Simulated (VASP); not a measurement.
Run report: SiBr$_{2}$ClF, charges calculation

SiBr$_{2}$ClF (5 atoms in the cell), computed with Kohn-Sham DFT of a periodic cell, PBE with TS, VASP PAW PBE potentials, recommended, no spin polarisation (VASP 6.6.1).

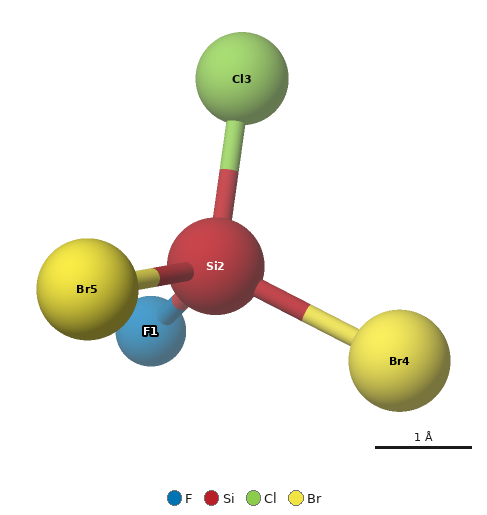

**Figure 1.** The structure as given in the input (ball-and-stick view of the molecule without its box, seen at a tilt; atoms are numbered from 1 in the order of the input).

## INCAR
```
PREC     = Accurate       # precision mode
ENCUT    = 520            # plane-wave cutoff, eV
EDIFF    = 1E-6           # SCF threshold, eV
ISMEAR   = 0              # smearing method
SIGMA    = 0.01           # smearing width, eV
LREAL    = F              # projectors in reciprocal space
LASPH    = T              # aspherical terms in the spheres
NELM     = 80             # most SCF steps
ALGO     = Normal         # electronic algorithm
ISIF     = 2              # what is computed and relaxed
LWAVE    = F              # write WAVECAR
LCHARG   = F              # write CHGCAR
GGA      = PE             # functional
IVDW     = 2              # dispersion correction
LORBIT   = 10             # projections on sites
```

## KPOINTS
```
regular mesh
0
Gamma
  1 1 1
```

## POSCAR
```
SiBr2ClF
1.0
   12.0000000000      0.0000000000      0.0000000000
    0.0000000000     12.0000000000      0.0000000000
    0.0000000000      0.0000000000     12.0000000000
F Si Cl Br
1 1 1 2
Direct
    0.5778791700      0.3930333300      0.6063291700
    0.5105791700      0.4776916700      0.5316125000
    0.3805125000      0.5346416700      0.6217208300
    0.4521291700      0.3891750000      0.3839458300
    0.6216541700      0.6143250000      0.4863458300
```

Launched with:
```bash
cat potpaw_PBE.64/F/POTCAR potpaw_PBE.64/Si/POTCAR potpaw_PBE.64/Cl/POTCAR potpaw_PBE.64/Br/POTCAR > POTCAR
mpirun -np 1 vasp_gam > vasp.out
```

## OSZICAR
```
N       E                     dE             d eps       ncg     rms          rms(c)
DAV:   1     0.271053626881E+03    0.27105E+03   -0.93959E+03    56   0.100E+03
DAV:   2     0.743684434448E+02   -0.19669E+03   -0.18950E+03    64   0.165E+02
DAV:   3    -0.137745165578E+02   -0.88143E+02   -0.88027E+02    64   0.112E+02
DAV:   4    -0.206225201927E+02   -0.68480E+01   -0.68436E+01    48   0.364E+01
DAV:   5    -0.206866439669E+02   -0.64124E-01   -0.64101E-01    48   0.393E+00    0.122E+01
DAV:   6    -0.198372287928E+02    0.84942E+00   -0.33163E+00    48   0.129E+01    0.704E+00
DAV:   7    -0.197948356004E+02    0.42393E-01   -0.29311E-01    48   0.351E+00    0.281E+00
DAV:   8    -0.197924084850E+02    0.24271E-02   -0.23751E-02    48   0.106E+00    0.829E-01
DAV:   9    -0.197929516712E+02   -0.54319E-03   -0.28791E-03    56   0.458E-01    0.267E-01
DAV:  10    -0.197937038586E+02   -0.75219E-03   -0.64492E-04    48   0.159E-01    0.141E-01
DAV:  11    -0.197944933793E+02   -0.78952E-03   -0.17621E-04    56   0.113E-01    0.687E-02
DAV:  12    -0.197955276535E+02   -0.10343E-02   -0.19039E-04    48   0.798E-02    0.415E-02
DAV:  13    -0.197963873977E+02   -0.85974E-03   -0.14864E-04    48   0.857E-02    0.187E-02
DAV:  14    -0.197970814690E+02   -0.69407E-03   -0.12617E-04    48   0.519E-02    0.162E-02
DAV:  15    -0.197972568249E+02   -0.17536E-03   -0.11736E-05    48   0.170E-02    0.102E-02
DAV:  16    -0.197976324898E+02   -0.37566E-03   -0.27079E-05    48   0.256E-02    0.908E-03
DAV:  17    -0.197977291251E+02   -0.96635E-04   -0.31378E-06    40   0.958E-03    0.478E-03
DAV:  18    -0.197978487479E+02   -0.11962E-03   -0.57746E-06    40   0.112E-02    0.143E-03
DAV:  19    -0.197978865664E+02   -0.37819E-04   -0.12425E-06    32   0.537E-03    0.197E-03
DAV:  20    -0.197979107768E+02   -0.24210E-04   -0.16003E-06    40   0.571E-03    0.198E-03
DAV:  21    -0.197979218520E+02   -0.11075E-04   -0.42066E-07    32   0.424E-03    0.818E-04
DAV:  22    -0.197979244538E+02   -0.26018E-05   -0.25476E-07    32   0.329E-03    0.693E-04
DAV:  23    -0.197979261689E+02   -0.17151E-05   -0.91380E-08    32   0.199E-03    0.470E-04
DAV:  24    -0.197979267528E+02   -0.58390E-06   -0.34672E-08    32   0.115E-03
   1 F= -.19832119E+02 E0= -.19832119E+02  d E =-.927296E-12
```

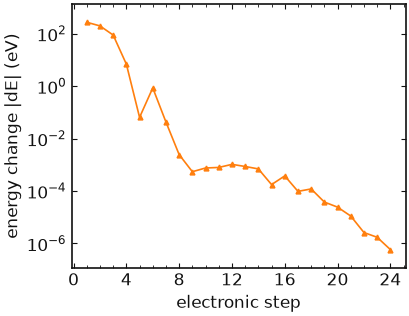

**Figure 2.** Convergence of the self-consistent field: energy change |dE| against the electronic step. It takes 24 electronic steps. The density is held fixed in the first few steps, and dE rises again when its update begins.

## Parts of OUTCAR
```
PREC = Accurate
   ENCUT = 520
   EDIFF = 1E-6
   ISMEAR = 0
   LREAL = F
   LASPH = T
   NELM = 80
   ISIF = 2
   GGA = PE
   IVDW = 2
   LORBIT = 10
  IVDW =   2
  VDW_C6AU =      9.520   305.000    94.600   162.000 au
  VDW_ALPHA =    3.800  37.000  15.000  20.000 au
  VDW_R0AU =    3.042   4.195   3.704   3.931 au
  VDW_RADIUS =    50.000 A
  VDW_IDAMPF =  0
  VDW_S6 =     1.000
  VDW_SR =     0.940
  VDW_D =    20.000

 ion  position               nearest neighbor table
   1  0.578  0.393  0.606-   2 1.58
   2  0.511  0.478  0.532-   1 1.58   3 2.02   5 2.18   4 2.18
   3  0.381  0.535  0.622-   2 2.02
   4  0.452  0.389  0.384-   2 2.18
   5  0.622  0.614  0.486-   2 2.18

  LATTYP: Found a simple cubic cell.
 ALAT       =    12.0000000000

  Lattice vectors:

 A1 = (  12.0000000000,   0.0000000000,   0.0000000000)
 A2 = (   0.0000000000,  12.0000000000,   0.0000000000)
 A3 = (   0.0000000000,   0.0000000000,  12.0000000000)

Analysis of symmetry for initial positions (statically):
=====================================================================
 Subroutine PRICEL returns:
 Original cell was already a primitive cell.

 Routine SETGRP: Setting up the symmetry group for a
 simple cubic supercell.

 Subroutine GETGRP returns: Found  1 space group operations
 (whereof  1 operations were pure point group operations)
 out of a pool of 48 trial point group operations.

The static configuration has the point symmetry C_1 .

Analysis of symmetry for dynamics (positions and initial velocities):
=====================================================================
 Subroutine PRICEL returns:
 Original cell was already a primitive cell.

 Routine SETGRP: Setting up the symmetry group for a
 simple cubic supercell.

 Subroutine GETGRP returns: Found  1 space group operations
 (whereof  1 operations were pure point group operations)
 out of a pool of 48 trial point group operations.

The dynamic configuration has the point symmetry C_1 .

 Subroutine INISYM returns: Found  1 space group operations
 (whereof  1 operations are pure point group operations),
 and found     1 'primitive' translations

----------------------------------------------------------------------------------------

                                     Primitive cell

  volume of cell :    1728.0000

  direct lattice vectors                    reciprocal lattice vectors
    12.000000000  0.000000000  0.000000000     0.083333333  0.000000000  0.000000000
     0.000000000 12.000000000  0.000000000     0.000000000  0.083333333  0.000000000
     0.000000000  0.000000000 12.000000000     0.000000000  0.000000000  0.083333333

  length of vectors
    12.000000000 12.000000000 12.000000000     0.083333333  0.083333333  0.083333333

  position of ions in fractional coordinates (direct lattice)
     0.577879170  0.393033330  0.606329170
     0.510579170  0.477691670  0.531612500
     0.380512500  0.534641670  0.621720830
     0.452129170  0.389175000  0.383945830
     0.621654170  0.614325000  0.486345830

  ion indices of the primitive-cell ions
   primitive index   ion index
                 1           1
                 2           2
                 3           3
                 4           4
                 5           5

----------------------------------------------------------------------------------------

 KPOINTS: regular mesh

Automatic generation of k-mesh.
 Grid dimensions read from file:
 generate k-points for:    1    1    1

 Generating k-lattice:

  Cartesian coordinates                     Fractional coordinates (reciprocal lattice)
     0.083333333  0.000000000  0.000000000     1.000000000  0.000000000  0.000000000
     0.000000000  0.083333333  0.000000000     0.000000000  1.000000000  0.000000000
     0.000000000  0.000000000  0.083333333     0.000000000  0.000000000  1.000000000

  Length of vectors
     0.083333333  0.083333333  0.083333333

  Shift w.r.t. Gamma in fractional coordinates (k-lattice)
     0.000000000  0.000000000  0.000000000

 Subroutine IBZKPT returns following result:
 ===========================================

 Found      1 irreducible k-points:

 Following reciprocal coordinates:
            Coordinates               Weight
  0.000000  0.000000  0.000000      1.000000
   k-points           NKPTS =      1   k-points in BZ     NKDIM =      1   number of bands    NBANDS=     20
   number of dos      NEDOS =    301   number of ions     NIONS =      5
   total plane-waves  NPLWV = 729000
   dimension x,y,z NGX =    90 NGY =   90 NGZ =   90
   dimension x,y,z NGXF=   180 NGYF=  180 NGZF=  180
   ions per type =               1   1   1   2
   NGX,Y,Z   is equivalent  to a cutoff of  12.47, 12.47, 12.47 a.u.
   NGXF,Y,Z  is equivalent  to a cutoff of  24.94, 24.94, 24.94 a.u.
 SYSTEM =  unknown system
   PREC   = accura    normal or accurate (medium, high low for compatibility)
   ISTART =      0    job   : 0-new  1-cont  2-samecut
   ICHARG =      2    charge: 1-file 2-atom 10-const
   ISPIN  =      1    spin polarized calculation?
   LNONCOLLINEAR =      F non collinear calculations
   LSORBIT =      F    spin-orbit coupling
   LASPH  =      T    aspherical Exc in radial PAW
   ENCUT  =  520.0 eV  38.22 Ry    6.18 a.u.  22.31 22.31 22.31*2*pi/ulx,y,z
   NELM   =     80;   NELMIN=  2; NELMDL= -5     # of ELM steps
   EDIFF  = 0.1E-05   stopping-criterion for ELM
   LREAL  =      F    real-space projection
   EDIFFG = 0.1E-04   stopping-criterion for IOM
   NSW    =      0    number of steps for IOM
   IBRION =     -1    ionic relax: 0-MD 1-quasi-New 2-CG
   NFREE  =      0    steps in history (QN), initial steepest desc. (CG)
   ISIF   =      2    stress and relaxation
   ISYM   =      2    0-nonsym 1-usesym 2-fastsym
   POTIM  = 0.5000    time-step for ionic-motion
   TEBEG  =    0.0;   TEEND  =   0.0 temperature during run
   PSTRESS=    0.0 pullay stress
   NELECT =      32.0000    total number of electrons
   NUPDOWN=      -1.0000    fix difference up-down
   EMIN   =  10.00;   EMAX   =-10.00  energy-range for DOS
   EFERMI =   0.00;   METHOD = LEGACY
   ISMEAR =     0;   SIGMA  =   0.01  broadening in eV -4-tet -1-fermi 0-gaus
   EFERMI_NEDOS =   21; number of points for ismear=-14 and -15
   IALGO  =     38    algorithm
   IMIX   =      4    mixing-type and parameters
     AMIX     =   0.40;   BMIX     =  1.00
     AMIX_MAG =   1.60;   BMIX_MAG =  1.00
  volume/ion in A,a.u.               =     345.60      2332.22
  Fermi-wavevector in a.u.,A,eV,Ry     =   0.433122  0.818482  2.552380  0.187595
  Thomas-Fermi vector in A             =   1.403327
   LORBIT       =     10    0 simple, 1 ext, 2 COOP (PROOUT), +10 PAW based schemes
   GGA     = PE    functional components
   LHFCALC =     F    Hartree Fock is set to
   AEXX    =    0.0000 exact exchange contribution
   IVDW    =     2    specifies the selected vdW correction
   LEPSILON=     F    determine dielectric tensor
   LRPA    =     F    only Hartree local field effects (RPA)
 non-spin polarized calculation
 Gauss-broadening in eV      SIGMA  =   0.01
  energy-cutoff  :      520.00
  volume of cell :     1728.00
 maximum number of plane-waves:     23293
 NGX is ok and might be reduce to    90
   NGX = 45   NGY = 45   NGZ = 45

 number of electron      31.9999990 magnetization

 Free energy of the ion-electron system (eV)
  ---------------------------------------------------
  ext. energy  EPLUGINS =         0.00000000
  ---------------------------------------------------
  free energy    TOTEN  =       -19.79792675 eV

  energy without entropy =      -19.79792675  energy(sigma->0) =      -19.79792675

 E-fermi :  -7.0461     XC(G=0):  -1.0774     alpha+bet : -0.5277

 val. band max:       -7.0935796126   @ k =   0.0000   0.0000   0.0000
 cond. band min:      -1.5906333110   @ k =   0.0000   0.0000   0.0000
 fundamental gap:      5.5029463016
 Fermi energy:        -7.0461149217

 k-point     1 :       0.0000    0.0000    0.0000
  band No.  band energies     occupation
      1     -30.2043      2.00000
      2     -21.2590      2.00000
      3     -20.3656      2.00000
      4     -20.1016      2.00000
      5     -13.6540      2.00000
      6     -11.4611      2.00000
      7     -11.1932      2.00000
      8     -11.1500      2.00000
      9      -9.6235      2.00000
     10      -9.4183      2.00000
     11      -8.4740      2.00000
     12      -8.2527      2.00000
     13      -7.8710      2.00000
     14      -7.5124      2.00000
     15      -7.2913      2.00000
     16      -7.0936      2.00000
     17      -1.5906      0.00000
     18      -0.3175      0.00000
     19       0.0314      0.00000
     20       0.0711      0.00000

------------------------ aborting loop because EDIFF is reached ----------------------------------------

  Hirshfeld charges:
            ion         q(e)
   ------------------------------
      1     F       -0.16623734
      2     Si       0.32808590
      3     Cl      -0.07023160
      4     Br      -0.04585298
      5     Br      -0.04576398

  Tkatchenko/Scheffler method for vdW energy calculation

  Number of pair interactions contributing to vdW energy:    4498

  Edisp (eV):   -0.03419

  FORCE on cell =-STRESS in cart. coord.  units (eV):
  Direction    XX          YY          ZZ          XY          YZ          ZX
  --------------------------------------------------------------------------------------
  -------------------------------------------------------------------------------------
  Total       1.05989     1.18717     1.11463    -0.17575    -0.22989     0.20561
  in kB       0.98271     1.10073     1.03347    -0.16295    -0.21315     0.19064
  external pressure =        1.04 kB  Pullay stress =        0.00 kB

 VOLUME and BASIS-vectors are now :
 -----------------------------------------------------------------------------
  energy-cutoff  :      520.00
  volume of cell :     1728.00
      direct lattice vectors                 reciprocal lattice vectors
    12.000000000  0.000000000  0.000000000     0.083333333  0.000000000  0.000000000
     0.000000000 12.000000000  0.000000000     0.000000000  0.083333333  0.000000000
     0.000000000  0.000000000 12.000000000     0.000000000  0.000000000  0.083333333

 POSITION                                       TOTAL-FORCE (eV/Angst)
 -----------------------------------------------------------------------------------
      6.93455      4.71640      7.27595         0.455805     -0.577261      0.513688
      6.12695      5.73230      6.37935        -0.305978      0.394133     -0.360323
      4.56615      6.41570      7.46065        -0.255543      0.106359      0.189361
      5.42555      4.67010      4.60735        -0.106282     -0.173206     -0.267496
      7.45985      7.37190      5.83615         0.211999      0.249975     -0.075229
 -----------------------------------------------------------------------------------
    total drift:                                0.000087     -0.000918      0.000977

  FREE ENERGIE OF THE ION-ELECTRON SYSTEM (eV)
  ---------------------------------------------------
  free  energy   TOTEN  =       -19.8321185273 eV

  energy  without entropy=      -19.8321185273  energy(sigma->0) =      -19.83211853

 total charge

# of ion       s       p       d       tot
------------------------------------------
    1        1.749   4.394   0.000   6.143
    2        0.678   0.871   0.000   1.549
    3        1.605   3.552   0.000   5.157
    4        1.616   3.264   0.025   4.905
    5        1.616   3.264   0.025   4.905
--------------------------------------------------
tot          7.263  15.345   0.051  22.659
```

## CONTCAR
```
SiBr2ClF
   1.00000000000000
    12.0000000000000000    0.0000000000000000    0.0000000000000000
     0.0000000000000000   12.0000000000000000    0.0000000000000000
     0.0000000000000000    0.0000000000000000   12.0000000000000000
  F               Si              Cl              Br
     1     1     1     2
Direct
     0.5778791700000028    0.3930333300000015    0.6063291700000022
     0.5105791699999997    0.4776916699999987    0.5316125000000014
     0.3805125000000018    0.5346416699999992    0.6217208300000010
     0.4521291699999992    0.3891750000000016    0.3839458300000018
     0.6216541699999993    0.6143250000000009    0.4863458299999976

  0.00000000E+00  0.00000000E+00  0.00000000E+00
  0.00000000E+00  0.00000000E+00  0.00000000E+00
  0.00000000E+00  0.00000000E+00  0.00000000E+00
  0.00000000E+00  0.00000000E+00  0.00000000E+00
  0.00000000E+00  0.00000000E+00  0.00000000E+00
```

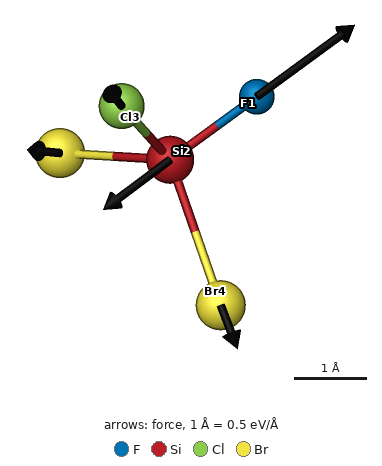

**Figure 3.** Forces on the atoms as black arrows (ball-and-stick view of the molecule without its box, seen at a tilt; atoms are numbered from 1 in the order of the input). The largest act on F1 (0.90 eV/Å); Si2 (0.62 eV/Å); Br4, Br5 (0.34 eV/Å); Cl3 (0.34 eV/Å). The geometry is not a stationary point of this energy.

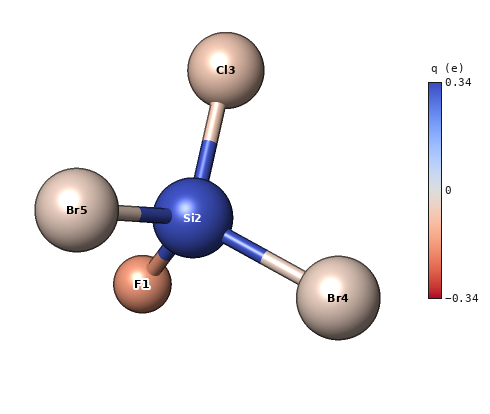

**Figure 4.** Hirshfeld charges, as the colour of each atom (ball-and-stick view of the molecule without its box, seen at a tilt; atoms are numbered from 1 in the order of the input). By element: F −0.17, Si +0.33, Cl −0.07 and Br −0.05 e.

## Summary

| quantity | value |
| --- | --- |
| outcome | converged |
| electrons treated | 32 |
| free energy | −19.8321 eV |
| dispersion energy | −0.0342 eV |
| Fermi energy of the self-consistent step | −7.046 eV |
| gap on the k-point mesh | 5.50 eV |
| largest force (length of the vector) | 0.897 eV/Å |
| hardware | 1 thread of Intel Xeon (Sapphire Rapids), 128 GiB of memory available, shared host |
| wall time | 2.2 min |
| peak memory | 1.3 GiB |
